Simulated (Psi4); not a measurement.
# GaH2F (SMILES [H][Ga]([H])[F]) at 5 levels

We compute a comparison of 5 runs (HF/3-21G, PBE0/def2-SVP, FNO-MP3/def2-SV(P), CCSD(T)/pcseg-1) of GaH2F. 

The calculation is run with Psi4 1.11.

3 further runs of the same task are left out: 3 set aside as unsound or not needed.

## (1) The structure to begin with

GaH2F has 4 atoms, charge 0, and is taken as a singlet. SMILES: `[H][Ga]([H])[F]`. The shape comes from GFN2-xTB, which is rough for such elements, and wasn't checked as a minimum.

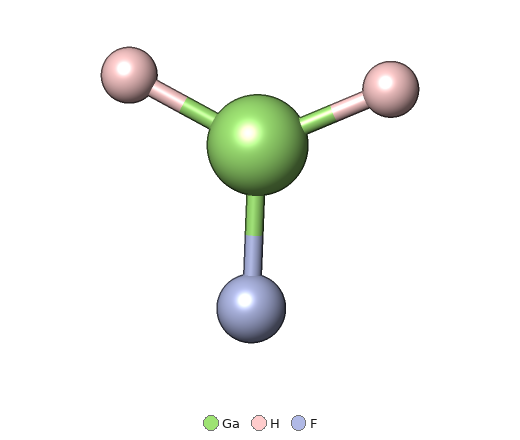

The structure, seen from a chosen angle (gallium green, hydrogen pink, fluorine light blue).

## (2) Energy and gradient at HF/3-21G (run 1)

The input, input.inp:

```
memory 1600 MB

molecule {
  0 1
  Ga     0.051230     0.085260     0.000790
  H      1.586900    -0.059960     0.013870
  H     -0.797470     1.373580    -0.018980
  F     -0.840670    -1.398880     0.004310
  symmetry c1
  no_reorient
  no_com
}

set {
  basis 3-21G
  puream true
  e_convergence 1e-09
  d_convergence 1e-08
  scf_type pk
}

energy_value, wavefunction = gradient("scf", return_wfn=True)
oeprop(wavefunction, "DIPOLE", "MULLIKEN_CHARGES", "QUADRUPOLE", title="SCF")
```

Started as:

```console
$ psi4 -i input.inp -o input.out -n 1
```

input.out:

```text
[...]
  Running in c1 symmetry.
[...]
  Nuclear repulsion =  110.158828852668748
[...]
  Multiplicity = 1
[...]
  Nalpha       = 21
  Nbeta        = 21
[...]
    Number of basis functions: 35
[...]
   @RHF iter   1: -2013.62855296527596   -4.50164e+00   1.90280e-02 ADIIS/DIIS
[...]
   @RHF iter  10: -2013.92909011706138   -2.72848e-12   4.18238e-09 DIIS
[...]
  @RHF Final Energy: -2013.92909011706138
   => Energetics <=
    Nuclear Repulsion Energy =            110.1588288526687478
    One-Electron Energy =               -3034.6368152352761172
    Two-Electron Energy =                 910.5488962655460909
    Total Energy =                      -2013.9290901170613779
[...]
  -Total Gradient:
     Atom            X                  Y                   Z
    ------   -----------------  -----------------  -----------------
       1        0.013732217288     0.022735681516     0.000106790874
       2       -0.006812040489    -0.000134696860    -0.000115502624
       3        0.003041451945    -0.005993257477     0.000019629435
       4       -0.009961628741    -0.016607727179    -0.000010917685
[...]
  Mulliken Charges: (a.u.)
   Center  Symbol    Alpha    Beta     Spin     Total
       1    GA    15.00104 15.00104  0.00000  0.99793
       2     H     0.61454  0.61454  0.00000 -0.22908
       3     H     0.61454  0.61454  0.00000 -0.22907
       4     F     4.76989  4.76989  0.00000 -0.53977
   Total alpha = 21.00000, Total beta = 21.00000, Total charge =  0.00000
    Psi4 run time: 0:00:00.70
```

It took 1.5 s on 1 thread of INTEL XEON PLATINUM 8581C at 2.30GHz (Emerald Rapids), shared host; peak memory 0.2 GiB.

## (3) Energy and forces at PBE0/def2-SVP (run 2)

The input, input.inp:

```
memory 1.6 GB

molecule geom {
  0 1
  Ga
  H 1 1.542577
  H 1 1.542871 2 128.78013
  F 1 1.731522 2 115.59971 3 179.81046
  units angstrom
  symmetry c1
}

set puream true
set e_convergence 1e-09
set d_convergence 1e-08
set scf_type pk
set dft_radial_points 99
set dft_spherical_points 590

e, wfn = gradient('pbe0/def2-SVP', return_wfn=True)
oeprop(wfn, 'MULLIKEN_CHARGES', 'WIBERG_LOWDIN_INDICES', 'LOWDIN_CHARGES', title='PBE0')
```

Started as:

```console
$ psi4 input.inp input.out -n 1
```

input.out:

```text
[...]
  Running in c1 symmetry.
[...]
  Nuclear repulsion =  110.158841327722641
[...]
  Multiplicity = 1
[...]
  Nalpha       = 21
  Nbeta        = 21
[...]
    Number of basis functions: 56
[...]
   @RKS iter   1: -2023.62594263728374   -1.93750e+00   4.37563e-02 DIIS/ADIIS
[...]
   @RKS iter  11: -2025.23982339750660   -6.82121e-13   3.70452e-09 DIIS
[...]
    Orbital Energies [Eh]
    ---------------------
    Doubly Occupied:
       1A   -372.887247     2A    -46.055064     3A    -40.783163
       4A    -40.778362     5A    -40.778269     6A    -24.719306
       7A     -5.583363     8A     -3.859532     9A     -3.848829
      10A     -3.846658    11A     -1.135300    12A     -0.883319
      13A     -0.881515    14A     -0.878315    15A     -0.875105
      16A     -0.868888    17A     -0.491208    18A     -0.403012
      19A     -0.394938    20A     -0.391818    21A     -0.323934
[...]
  @RKS Final Energy: -2025.23982339750660
   => Energetics <=
    Nuclear Repulsion Energy =            110.1588413277226408
    One-Electron Energy =               -3043.9675798997336642
    Two-Electron Energy =                 973.4643458782169319
    DFT Exchange-Correlation Energy =     -64.8954307037124778
    Empirical Dispersion Energy =           0.0000000000000000
    VV10 Nonlocal Energy =                  0.0000000000000000
    Total Energy =                      -2025.2398233975063704
[...]
  -Total Gradient:
     Atom            X                  Y                   Z
    ------   -----------------  -----------------  -----------------
       1       -0.000102621588    -0.010992800055    -0.005189026201
       2        0.000052209984     0.001632369062    -0.005677802528
       3        0.000052170438    -0.003323053684     0.004778440811
       4       -0.000001813513     0.012691118941     0.006092047621
[...]
```

Run time: 6.6 s. Hardware: 1 thread of INTEL XEON PLATINUM 8581C at 2.30GHz (Emerald Rapids), shared host; peak memory 0.54 GiB.

Runs 3 to 4 aren't shown in full; the table further down has their settings and results.

## (4) The energy at CCSD(T)/pcseg-1 (run 5)

The input, fgah2.xyz:

```xyz
4
FGaH2
Ga     0.051230     0.085260     0.000790
H      1.586900    -0.059960     0.013870
H     -0.797470     1.373580    -0.018980
F     -0.840670    -1.398880     0.004310
```

The input, run.py:

```python
import psi4

psi4.set_memory('1600 MB')
psi4.set_num_threads(1)
psi4.set_output_file('fgah2.out', False)

with open('fgah2.xyz') as f:
    atoms = ''.join(f.readlines()[2:])
geom = psi4.geometry('0 1\n' + atoms + 'symmetry c1\nno_reorient\nno_com')

psi4.set_options({
    'basis': 'pcseg-1',
    'reference': 'rhf',
    'puream': True,
    'e_convergence': 1e-09,
    'd_convergence': 1e-08,
    'scf_type': 'pk',
    'num_frozen_docc': 10,
})

E, wfn = psi4.energy('ccsd(t)', molecule=geom, return_wfn=True)
print(f'total energy {E:.8f} hartree = {E * 27.211386:.5f} eV')
```

Started as:

```console
$ python run.py
```

fgah2.out:

```text
[...]
  Running in c1 symmetry.
[...]
  Nuclear repulsion =  110.158828852668748
[...]
  Multiplicity = 1
[...]
  Nalpha       = 21
  Nbeta        = 21
[...]
    Number of basis functions: 51
[...]
   @RHF iter   1: -2023.10721914830356   -4.37992e+00   1.84491e-02 DIIS/ADIIS
[...]
   @RHF iter  11: -2023.59017281342926   -1.13687e-12   1.80899e-09 DIIS
[...]
  @RHF Final Energy: -2023.59017281342926
   => Energetics <=
    Nuclear Repulsion Energy =            110.1588288526687478
    One-Electron Energy =               -3044.6635170648119129
    Two-Electron Energy =                 910.9145153987140020
    Total Energy =                      -2023.5901728134292625
[...]
 Multipole Moments:
 ------------------------------------------------------------------------------------
     Multipole            Electronic (a.u.)      Nuclear  (a.u.)        Total (a.u.)
 ------------------------------------------------------------------------------------
 L = 1.  Multiply by 2.5417464519 to convert [e a0] to [Debye]
 Dipole X            :         10.2855818           -9.8047873            0.4807944
 Dipole Y            :         17.1145874          -16.3144592            0.8001282
 Dipole Z            :         -0.1093580            0.1099254            0.0005674
 Magnitude           :                                                    0.9334713
[...]
      * MP2 total energy                      = -2023.860411146505157
[...]
      * CCSD total energy                     = -2023.874041814611019
[...]
      * CCSD(T) total energy                  = -2023.878632933588960
```

Standard output:

```text
total energy -2023.87863293 hartree = -55072.54270 eV
```

Wall time 4.2 s (1 thread of INTEL XEON PLATINUM 8581C at 2.30GHz (Emerald Rapids), shared host); peak memory 0.22 GiB.

## (5) All runs side by side

```csv
run,level,integration grid,task,energy (Eh),HOMO energy (eV),LUMO energy (eV),HOMO–LUMO gap (eV),wall time
1,HF/3-21G,–,gradient,-2013.929090,-11.90,1.24,13.14,1.5 s
2,PBE0/def2-SVP,99 radial × 590 angular,gradient,-2025.239823,-8.81,-1.48,7.33,6.6 s
3,FNO-MP3/def2-SV(P) (fitted SCF),–,energy,-2023.947647,-12.22,1.24,13.46,2.1 s
4,"FNO-MP3/def2-SV(P) (sfX2C, fitted SCF)",–,energy,-2039.077903,-12.20,1.27,13.47,2.4 s
5,CCSD(T)/pcseg-1,–,energy,-2023.878633,-12.32,1.06,13.38,4.2 s
```

## (6) What came out

| quantity | value |
| --- | --- |
| run 5: total energy | -2023.87863 Eh |
| run 5: HOMO energy (Hartree–Fock orbitals) | -12.32 eV |
| run 5: LUMO energy (Hartree–Fock orbitals) | 1.06 eV |
| run 5: HOMO–LUMO gap (Hartree–Fock orbitals) | 13.38 eV |
| run 5: correlation energy (10 core orbitals frozen) | -288.5 mEh |
| run 5: (T) correction | -4.59 mEh |
| run 5: T1 diagnostic | 0.012 |

**Reading.** Some runs of one species differ in core potentials or relativity; totals across that change don't compare. All runs together took 17 s, the longest 6.6 s.
